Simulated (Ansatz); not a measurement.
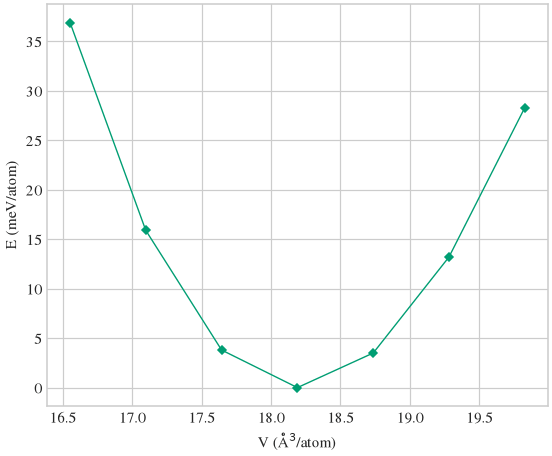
Figure. Ba2CuHgO4 in space group P4/mmm (No. 123; Pearson symbol tP8) under volume change, r²SCAN in the plane-wave PAW code Ansatz, shape and atoms relaxed at each volume.

Question: What does a third-order Birch–Murnaghan fit give for V₀, B₀ and B′?

Answer: V₀ = 18.20 Å³/atom, B₀ = 69.3 GPa, B′ = 3.0.

The first step of the workflow began from a Materials Project structure, measured or hypothetical; the Crystallography Open Database copy checked does not list it. Its standing as an ambient phase is unchecked. Symmetry was held in the r²SCAN relaxation; its stability against distortions is not shown here. The run is not spin-polarised. No Hubbard U is applied. Spin–orbit coupling is left out wherever it is not named.

Potentials: the later of the program's two PAW sets.
